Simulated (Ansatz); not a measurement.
# One shape, several levels: ZrO2 (zirconia)

Aim: a comparison of 5 runs (HF/3-21G, CAM-B3LYP/def2-TZVP, PBE/def2-TZVP, r2SCAN/def2-TZVP, wB97M-V/def2-TZVP) of ZrO2 (zirconia). 

The calculation is run with Ansatz 0.2.0.

2 further runs of the same task are left out: 2 set aside as unsound or not needed.

### 1 The structure to begin with

ZrO2 has 3 atoms, charge 0, and is taken as a singlet. SMILES: `[O]=[Zr]=[O]`. One bond was lengthened or shortened from a relaxed shape.

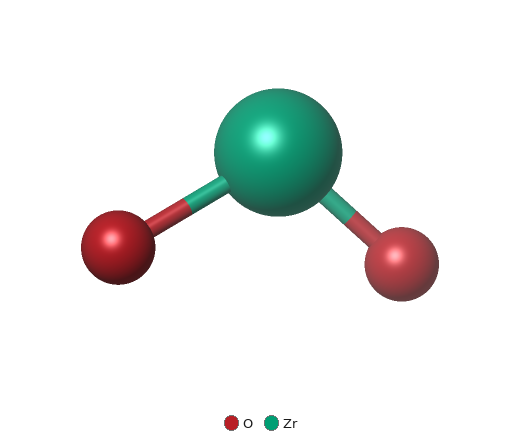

The structure, seen from a chosen angle (oxygen red, zirconium teal).

### 2 A single-point energy at HF/3-21G (run 1)

Contents of molecule.yaml:

```yaml
basis:
  gaussian:
    orbitals: 3-21G-spherical.json
crystal:
  periodic: [false, false, false]
  atoms:
    - {symbol: O, position_ang: [0.700404, 1.512654, 0.393891]}
    - {symbol: Zr, position_ang: [0.348500, -0.481700, 0.351800]}
    - {symbol: O, position_ang: [-1.003000, -0.770800, -0.740100]}
magnetization:
  spin_polarized: false
hamiltonian:
  xc: hf
accuracy: high
output:
  orbitals: {seedname: orbitals}
```

The basis set 3-21G is read from a file made from the Basis Set Exchange's data (not shown).

Launch:

```console
$ ansatz run molecule.yaml --threads 1 --pin off --max-ram 3480MiB --events-out events.jsonl --progress --plain --runs-dir runs
```

The program printed:

```text
Warning: RAYON_NUM_THREADS=1 ignored (pool sized by the plan → 1); use --threads N
Functional definition: HF
  name "HF"
  exchange = exact_x
  correlation = 0
1082 factors; integrals over basis functions are off by at most 4.7e-9 eV
mean field evaluation 1: about -99874.3705 eV, gradient 8.1e1 eV
mean field evaluation 2: about -99874.4538 eV, gradient 8.1e1 eV
mean field evaluation 4: about -99889.1164 eV, gradient 2.5e1 eV
mean field evaluation 8: about -99890.9287 eV, gradient 1.4e0 eV
mean field evaluation 16: about -99890.9769 eV, gradient 2.4e-4 eV
mean field evaluation 32: about -99874.4725 eV, gradient 6.2e1 eV
mean field evaluation 64: about -99848.4164 eV, gradient 1.3e2 eV
mean field -99890.97687430 eV, -3670.9256915947 hartree, gradient 2.5e-8 eV, S^2 0.000000; 0 other end points of the search recorded, 0 dependent functions left out
reference -99890.97687430 eV, -3670.9256915947 hartree; 28, 28 occupied and 26, 26 virtual orbitals, 1082 factors
Total energy: -99890.97687430 eV, -3670.9256915947 hartree
```

Run time: 1.9 s. Hardware: 1 thread of Intel Xeon Platinum 8488C (Sapphire Rapids), shared host; peak memory 0.16 GiB.

### 3 The energy at CAM-B3LYP/def2-TZVP (core potential) (run 2)

Contents of run.yaml:

```yaml
crystal:
  periodic: [false, false, false]
  atoms:
    - {symbol: O, position_ang: [0.700404, 1.512654, 0.393891]}
    - {symbol: Zr, position_ang: [0.348500, -0.481700, 0.351800]}
    - {symbol: O, position_ang: [-1.003000, -0.770800, -0.740100]}
basis:
  gaussian:
    orbitals: def2-TZVP
hamiltonian:
  xc: {name: CAM-B3LYP}
accuracy: high
output:
  orbitals: {seedname: orbitals}
```

Launch:

```console
$ ansatz run run.yaml --threads 1 --pin off --max-ram 3480MiB --events-out events.jsonl --progress --plain --runs-dir runs
```

The program printed, shortened:

```text
Warning: RAYON_NUM_THREADS=1 ignored (pool sized by the plan → 1); use --threads N
Functional definition: CAM-B3LYP
  name "CAM-B3LYP"
[...]
1674 factors; integrals over basis functions are off by at most 7.6e-9 eV
388 factors; integrals over basis functions are off by at most 1.3e-9 eV
[...]
mean field -5373.76989724 eV, -197.4824012517 hartree, gradient 4.3e-8 eV, S^2 0.000000; 0 other end points of the search recorded, 0 dependent functions left out
reference -5373.76991307 eV, -197.4824018332 hartree; 14, 14 occupied and 88, 88 virtual orbitals, 1674 factors
Total energy: -5373.76991307 eV, -197.4824018332 hartree
```

It took 9.6 s on 1 thread of Intel Xeon Platinum 8488C (Sapphire Rapids), shared host; peak memory 0.32 GiB.

Run 3 isn't shown in full; the table further down has it.

### 4 A single-point energy at r2SCAN/def2-TZVP (core potential) (run 4)

Contents of input.yaml:

```yaml
crystal:
  periodic: [false, false, false]
  atoms:
    - symbol: O
      position_ang: [0.700404, 1.512654, 0.393891]
    - symbol: Zr
      position_ang: [0.348500, -0.481700, 0.351800]
    - symbol: O
      position_ang: [-1.003000, -0.770800, -0.740100]
basis:
  gaussian:
    orbitals: def2-TZVP
hamiltonian:
  xc: r2scan
accuracy: high
output: {orbitals: {seedname: orbitals}}
```

Launch:

```console
$ ansatz run input.yaml --threads 1 --pin off --max-ram 3480MiB --events-out events.jsonl --progress --plain --runs-dir runs
```

The program printed:

```text
Warning: RAYON_NUM_THREADS=1 ignored (pool sized by the plan → 1); use --threads N
Functional definition: r2SCAN
  name "r2SCAN"
  parameter k0 = 0.174
  parameter k1 = 0.065
  parameter a1 = 4.9479
  exchange = r2scan_x(k0 = k0, k1 = k1, a1 = a1)
  correlation = r2scan_c
1674 factors; integrals over basis functions are off by at most 7.6e-9 eV
mean field evaluation 1: about -5350.1865 eV, gradient 1.1e2 eV
mean field evaluation 2: about -4879.8863 eV, gradient 3.6e2 eV
mean field evaluation 4: about -5372.2840 eV, gradient 3.9e1 eV
mean field evaluation 8: about -5375.3068 eV, gradient 1.8e0 eV
mean field evaluation 16: about -5375.3056 eV, gradient 3.2e-3 eV
mean field -5375.30560265 eV, -197.5388373845 hartree, gradient 3.5e-8 eV, S^2 0.000000; 0 other end points of the search recorded, 0 dependent functions left out
reference -5375.30560409 eV, -197.5388374373 hartree; 14, 14 occupied and 88, 88 virtual orbitals, 1674 factors
Total energy: -5375.30560409 eV, -197.5388374373 hartree
```

Wall time 8.1 s (1 thread of Intel Xeon Platinum 8488C (Sapphire Rapids), shared host); peak memory 0.32 GiB.

### 5 The energy at wB97M-V/def2-TZVP (core potential) (run 5)

Contents of molecule.yaml:

```yaml
crystal:
  periodic: [false, false, false]
  atoms:
    - {symbol: O, position_ang: [0.700404, 1.512654, 0.393891]}
    - {symbol: Zr, position_ang: [0.348500, -0.481700, 0.351800]}
    - {symbol: O, position_ang: [-1.003000, -0.770800, -0.740100]}
basis:
  gaussian:
    orbitals: def2-TZVP
hamiltonian:
  xc: {name: wB97M-V}
accuracy: high
output: {orbitals: {seedname: orbitals}}
```

Launch:

```console
$ ansatz run molecule.yaml --threads 1 --pin off --max-ram 3480MiB --events-out events.jsonl --progress --plain --runs-dir runs
```

The program printed, shortened:

```text
Warning: RAYON_NUM_THREADS=1 ignored (pool sized by the plan → 1); use --threads N
Functional definition: wB97M-V
  name "wB97M-V"
[...]
  gx(w, u) = 1 - cx + cx01*u + cx10*w
  gss(w, u) = css00 + css04*u^4 + css10*w + css20*w^2 + css43*w^4*u^3
  gos(w, u) = cos00 + cos10*w + (cos20 + cos21*u)*w^2 + (cos60 + cos61*u)*w^6
[...]
      + integral(e_c_pw_mod_opposite_spin*gos(b97_w_opposite, b97_u_opposite)) + vv10(b, c)
1674 factors; integrals over basis functions are off by at most 7.6e-9 eV
349 factors; integrals over basis functions are off by at most 1.8e-9 eV
[...]
mean field -5372.83331650 eV, -197.4479825440 hartree, gradient 5.5e-8 eV, S^2 0.000000; 0 other end points of the search recorded, 0 dependent functions left out
reference -5372.83332238 eV, -197.4479827602 hartree; 14, 14 occupied and 88, 88 virtual orbitals, 1674 factors
Total energy: -5372.83332238 eV, -197.4479827602 hartree
```

Run time: 62 s. Hardware: 1 thread of Intel Xeon Platinum 8488C (Sapphire Rapids), shared host; peak memory 0.57 GiB.

### 6 The series

| run | level | core potential | energy (Eh) | HOMO energy (eV) | LUMO energy (eV) | HOMO–LUMO gap (eV) | wall time |
| --- | --- | --- | --- | --- | --- | --- | --- |
| 1 | HF/3-21G | none | -3670.925692 | -8.89 | -0.98 | 7.91 | 1.9 s |
| 2 | CAM-B3LYP/def2-TZVP (core potential) | def2-TZVP | -197.482402 | -7.80 | -2.70 | 5.09 | 9.6 s |
| 3 | PBE/def2-TZVP (core potential) | def2-TZVP | -197.464993 | -5.07 | -3.94 | 1.12 | 9.3 s |
| 4 | r2SCAN/def2-TZVP (core potential) | def2-TZVP | -197.538837 | -5.23 | -3.53 | 1.70 | 8.1 s |
| 5 | wB97M-V/def2-TZVP (core potential) | def2-TZVP | -197.447983 | -8.68 | -2.10 | 6.58 | 62 s |

### 7 Summary of results

| quantity | value |
| --- | --- |
| run 5: total energy | -197.44798 Eh |
| run 5: HOMO energy | -8.68 eV |
| run 5: LUMO energy | -2.10 eV |
| run 5: HOMO–LUMO gap | 6.58 eV |

What this shows: The HOMO–LUMO gap runs from 1.12 eV (PBE/def2-TZVP) to 7.91 eV (HF/3-21G). The two ends differ in method and basis and core potential. Totals of different functionals can't be ranked against each other. Some runs of one species differ in core potentials or relativity; totals across that change don't compare. In run 1 relativity is left out where basis or elements ask for it. All runs together took 90 s, the longest 62 s.
